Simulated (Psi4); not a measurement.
# C3H3 (SMILES [C]1=CC1): levels of theory compared

Wanted: a comparison of 3 runs (UPBE0/def2-SVP, UDSD-PBEP86/aug-cc-pVDZ-DK, UOMP3/DZ) of C3H3. 

The results are computed with Psi4 1.11.

3 further runs of the same task are left out: 2 that didn't finish, 1 set aside as unsound or not needed.

## (1) Starting point

The species is C3H3 (6 atoms), meant as a doublet with charge 0. As SMILES, `[C]1=CC1`. Geometry: relaxed at GFN2-xTB.

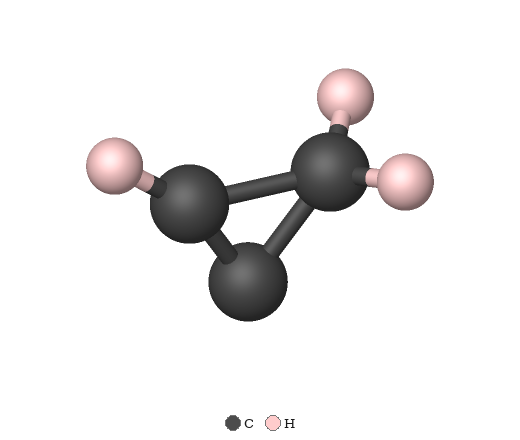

The structure, seen from a chosen angle (carbon dark grey, hydrogen pink).

## (2) Energy and forces at UPBE0/def2-SVP (run 1)

The input, c3h3.inp:

```
memory 1.6 GB

molecule system {
  0 2
  C      1.32167445    -1.66605814     0.70059706
  C     -0.69494678    -1.48405862    -0.63239685
  C      0.52691234     1.00947280     0.46594977
  H     -2.25512357    -2.07461693    -1.74321566
  H     -0.40508169     1.94870448     2.02778952
  H      1.50658415     2.26655641    -0.81870495
  units bohr
  symmetry c1
}

set basis def2-SVP
set reference uks
set puream true
set e_convergence 1e-09
set d_convergence 1e-08
set scf_type pk
set dft_radial_points 99
set dft_spherical_points 590
set maxiter 200

e_tot, wfn = gradient("pbe0", return_wfn=True)
oeprop(wfn, "QUADRUPOLE", "WIBERG_LOWDIN_INDICES", "LOWDIN_CHARGES")
print_variables()
```

Started as:

```console
$ psi4 -n 1 c3h3.inp c3h3.out
```

c3h3.out:

```text
[...]
  Running in c1 symmetry.
[...]
  Nuclear repulsion =   57.503772292361077
[...]
  Multiplicity = 2
[...]
  Nalpha       = 11
  Nbeta        = 10
[...]
    Number of basis functions: 57
[...]
   @UKS iter   1:  -115.55168417960466   -2.02406e-01   9.07826e-03 DIIS/ADIIS
[...]
   @UKS iter  15:  -115.70858807966670   -6.96332e-13   4.19001e-09 DIIS
[...]
   @S^2 Observed:                7.606110679E-01
[...]
    Orbital Energies [Eh]
    ---------------------
    Alpha Occupied:
       1A    -10.277760     2A    -10.272743     3A    -10.264613
       4A     -0.906621     5A     -0.636273     6A     -0.575821
       7A     -0.471284     8A     -0.437770     9A     -0.385848
      10A     -0.282210    11A     -0.264384
    Alpha Virtual:
      12A      0.009365    13A      0.092838    14A      0.101027
      15A      0.140216    16A      0.146717    17A      0.227412
      18A      0.301855    19A      0.392970    20A      0.446285
      21A      0.460559    22A      0.499490    23A      0.513854
      24A      0.539780    25A      0.577794    26A      0.586360
[...]
  @UKS Final Energy:  -115.70858807966670
   => Energetics <=
    Nuclear Repulsion Energy =             57.5037722923610772
    One-Electron Energy =                -267.9728139387918304
    Two-Electron Energy =                 107.7633905609728657
    DFT Exchange-Correlation Energy =     -13.0029369942088149
    Empirical Dispersion Energy =           0.0000000000000000
    VV10 Nonlocal Energy =                  0.0000000000000000
    Total Energy =                       -115.7085880796666970
[...]
  -Total Gradient:
     Atom            X                  Y                   Z
    ------   -----------------  -----------------  -----------------
       1       -0.000778834933    -0.000649329295    -0.000601266774
       2       -0.013712144217    -0.003824691020    -0.009640747044
       3       -0.000327511016     0.012965251722     0.001260720380
       4        0.014748601155     0.004667850722     0.010428904768
       5        0.005438390141    -0.005684726844    -0.008796864882
       6       -0.005368717850    -0.007474269052     0.007349121020
[...]
 Multipole Moments:
 ------------------------------------------------------------------------------------
     Multipole            Electronic (a.u.)      Nuclear  (a.u.)        Total (a.u.)
 ------------------------------------------------------------------------------------
 L = 1.  Multiply by 2.5417464519 to convert [e a0] to [Debye]
 Dipole X            :          0.6054634           -1.0559214           -0.4504579
 Dipole Y            :         -1.6771056            1.9593376            0.2822320
 Dipole Z            :          0.2187669           -0.4889004           -0.2701334
 Magnitude           :                                                    0.5962712
 L = 2.  Multiply by 1.3450342976 to convert [e a0^2] to [Debye ang]
 Quadrupole XX       :        -34.3154382           21.0326314          -13.2828068
 Quadrupole XY       :         -5.4558711            6.3128547            0.8569836
[...]
```

Run time: 12 s. Hardware: 1 thread of AMD EPYC 9R45 (Zen 5), shared host; peak memory 0.77 GiB.

## (3) A single-point energy at UDSD-PBEP86/aug-cc-pVDZ-DK (DKH2, density fitting for correlation) (run 2)

The input, input.inp:

```
memory 1600 MB

molecule {
  0 2
  C      0.699400    -0.881640     0.370740
  C     -0.367750    -0.785330    -0.334650
  C      0.278830     0.534190     0.246570
  H     -1.193360    -1.097840    -0.922470
  H     -0.214360     1.031210     1.073060
  H      0.797250     1.199410    -0.433240
  no_reorient
  no_com
}

set globals {
  reference    uks
  scf_type     pk
  freeze_core  true
  relativistic dkh
  dkh_order    2
}

energy('dsd-pbep86/aug-cc-pVDZ-DK')
```

Started as:

```console
$ psi4 -n 1 input.inp input.out
```

input.out:

```text
[...]
  Running in c1 symmetry.
[...]
  Nuclear repulsion =   57.503772270341678
[...]
  Multiplicity = 2
[...]
  Nalpha       = 11
  Nbeta        = 10
[...]
    Number of basis functions: 96
[...]
   @UKS iter   1:  -115.42563787357754   -5.23147e-01   4.36357e-03 ADIIS/DIIS
[...]
   @UKS iter  13:  -115.52889576630757   -6.41046e-08   4.08820e-07 DIIS
[...]
   @S^2 Observed:                7.976690233E-01
[...]
    Orbital Energies [Eh]
    ---------------------
    Alpha Occupied:
       1A    -10.916276     2A    -10.913630     3A    -10.898540
       4A     -1.086063     5A     -0.780476     6A     -0.698296
       7A     -0.568795     8A     -0.545321     9A     -0.476158
      10A     -0.346546    11A     -0.343760
    Alpha Virtual:
      12A      0.026625    13A      0.036951    14A      0.045317
      15A      0.059289    16A      0.068358    17A      0.095175
      18A      0.112254    19A      0.116794    20A      0.118974
      21A      0.139831    22A      0.145425    23A      0.158453
      24A      0.163662    25A      0.169962    26A      0.210072
[...]
  @UKS Final Energy:  -115.52889576630757
   => Energetics <=
    Nuclear Repulsion Energy =             57.5037722703416776
    One-Electron Energy =                -267.9409592180280697
    Two-Electron Energy =                  99.8395074220856031
    DFT Exchange-Correlation Energy =      -4.9312162407067799
    Empirical Dispersion Energy =           0.0000000000000000
    VV10 Nonlocal Energy =                  0.0000000000000000
    Total Energy =                       -115.5288957663075706
[...]
 Multipole Moments:
 ------------------------------------------------------------------------------------
     Multipole            Electronic (a.u.)      Nuclear  (a.u.)        Total (a.u.)
 ------------------------------------------------------------------------------------
 L = 1.  Multiply by 2.5417464519 to convert [e a0] to [Debye]
 Dipole X            :         -6.2120612            5.7682189           -0.4438423
 Dipole Y            :         10.9777597          -10.7032198            0.2745399
 Dipole Z            :         -2.9372693            2.6707688           -0.2665005
 Magnitude           :                                                    0.5859955
[...]
```

Run time: 7.8 s. Hardware: 1 thread of AMD EPYC 9R45 (Zen 5), shared host; peak memory 0.75 GiB.

## (4) Energy and gradient at UOMP3/DZ (density fitting, density fitting for correlation, Cartesian functions) (run 3)

The input, c3h3.sdf:

```

     RDKit          3D

  6  6  0  0  0  0  0  0  0  0999 V2000
    0.6994   -0.8816    0.3707 C   0  0  0  0  0  2  0  0  0  0  0  0
   -0.3678   -0.7853   -0.3347 C   0  0  0  0  0  3  0  0  0  0  0  0
    0.2788    0.5342    0.2466 C   0  0  0  0  0  0  0  0  0  0  0  0
   -1.1934   -1.0978   -0.9225 H   0  0  0  0  0  0  0  0  0  0  0  0
   -0.2144    1.0312    1.0731 H   0  0  0  0  0  0  0  0  0  0  0  0
    0.7973    1.1994   -0.4332 H   0  0  0  0  0  0  0  0  0  0  0  0
  2  1  1  0
  3  2  1  0
  3  1  1  0
  4  2  1  0
  5  3  1  0
  6  3  1  0
M  RAD  2   1   3   2   2
M  END
$$$$
```

The input, run.py:

```python
import numpy as np
from ase.calculators.psi4 import Psi4
from ase.io import read

mol = read('c3h3.sdf')
calc = Psi4(atoms=mol, method='omp3', basis='DZ', memory='1600MB', num_threads=1, charge=0, multiplicity=2, label='c3h3', reference='uhf')
calc.psi4.set_options({'scf_type': 'df', 'mp_type': 'df', 'guess': 'sapgau', 'maxiter': 100, 'soscf': True, 'soscf_start_convergence': 0.001})
mol.calc = calc

forces = mol.get_forces()
print(f'energy: {mol.get_potential_energy():.6f} eV')
print('forces / eV A^-1')
print(np.round(forces, 5))
```

Started as:

```console
$ python run.py
```

c3h3.dat:

```text
[...]
  Running in c1 symmetry.
[...]
  Nuclear repulsion =   57.503293476431409
[...]
  Multiplicity = 2
[...]
  Nalpha       = 11
  Nbeta        = 10
[...]
    Number of basis functions: 36
[...]
   @DF-UHF iter   1:  -114.70584930269879   -1.14706e+02   2.35701e-02 ADIIS/DIIS
[...]
   @DF-UHF iter  23:  -115.12438767756602   -1.42109e-14   5.10119e-11 SOSCF, nmicro=conv
[...]
   @S^2 Observed:                1.015029615E+00
[...]
    Orbital Energies [Eh]
    ---------------------
    Alpha Occupied:
       1A    -11.300437     2A    -11.267936     3A    -11.257364
       4A     -1.196771     5A     -0.851880     6A     -0.752376
       7A     -0.625565     8A     -0.616417     9A     -0.531300
      10A     -0.395693    11A     -0.381918
    Alpha Virtual:
      12A      0.150215    13A      0.222998    14A      0.242838
      15A      0.292366    16A      0.325149    17A      0.378390
      18A      0.414206    19A      0.421196    20A      0.435911
      21A      0.461132    22A      0.485578    23A      0.502818
      24A      0.608658    25A      0.660658    26A      0.705877
[...]
  @DF-UHF Final Energy:  -115.12438767756602
   => Energetics <=
    Nuclear Repulsion Energy =             57.5032934764314092
    One-Electron Energy =                -267.5518833268741332
    Two-Electron Energy =                  94.9242021728767185
    Total Energy =                       -115.1243876775660198
  UHF NO Occupations:
  HONO-2 :    9  A 1.9935473
  HONO-1 :   10  A 1.8680086
[...]
 Multipole Moments:
 ------------------------------------------------------------------------------------
     Multipole            Electronic (a.u.)      Nuclear  (a.u.)        Total (a.u.)
 ------------------------------------------------------------------------------------
 L = 1.  Multiply by 2.5417464519 to convert [e a0] to [Debye]
 Dipole X            :          0.6933487           -1.0558781           -0.3625294
 Dipole Y            :         -1.7822018            1.9592857            0.1770839
 Dipole Z            :          0.2659811           -0.4888052           -0.2228242
 Magnitude           :                                                    0.4609087
[...]
	Warning: cc_lambda option is changed to TRUE
	For this residual convergence, default PCG convergence is:     1.00e-07
[...]
	DF-SCS-MP2 Total Energy (a.u.)     :  -115.39429881061908
	DF-SOS-MP2 Total Energy (a.u.)     :  -115.39731085258313
[...]
	DF-MP2 Total Energy (a.u.)         :  -115.38827472669099
[...]
	DF-MP3 Total Energy (a.u.)         :  -115.41046075566889
[...]
	DF-MP3 Total Energy (a.u.)         :  -115.42320387671123
[...]
	DF-OMP3 Total Energy (a.u.)        :  -115.42320387630799
[...]
```

On the terminal:

```text
energy: -3140.825357 eV
forces / eV A^-1
[[ 2.70322 -2.04937  1.58626]
 [-2.1755  -0.63078 -1.52981]
 [-0.00924  2.28726  0.24631]
 [-0.54594 -0.26907 -0.39726]
 [-0.21566  0.29296  0.39079]
 [ 0.24312  0.369   -0.2963 ]]
```

It took 15 s on 1 thread of AMD EPYC 9R45 (Zen 5), shared host; peak memory 0.63 GiB.

## (5) All runs side by side

```
run                                                                             level      task  frozen core orbitals  energy (Eh)  HOMO energy (eV)  LUMO energy (eV)   ⟨S²⟩  wall time
  1                                                                    UPBE0/def2-SVP  gradient                     0  -115.708588             -7.19             -2.92  0.761       12 s
  2                UDSD-PBEP86/aug-cc-pVDZ-DK (DKH2, density fitting for correlation)    energy                     3  -115.734974             -9.30             -0.51  0.798      7.8 s
  3  UOMP3/DZ (density fitting, density fitting for correlation, Cartesian functions)  gradient                     0  -115.423204            -10.39              2.03  1.015       15 s
```

## (6) Outcome

| quantity | value |
| --- | --- |
| run 3: total energy | -115.42320 Eh |
| run 3: HOMO energy (Hartree–Fock orbitals) (highest over α and β) | -10.39 eV |
| run 3: LUMO energy (Hartree–Fock orbitals) (lowest over α and β) | 2.03 eV |
| run 3: correlation energy | -298.8 mEh |
| run 3: ⟨S²⟩ of the reference determinant | 1.015 |
| run 3: largest force on an atom | 3.745 eV/Å |

In words: Totals of different functionals can't be ranked against each other. Spin contamination of the reference: run 3 ⟨S²⟩ = 1.02. All runs together took 35 s, the longest 15 s.
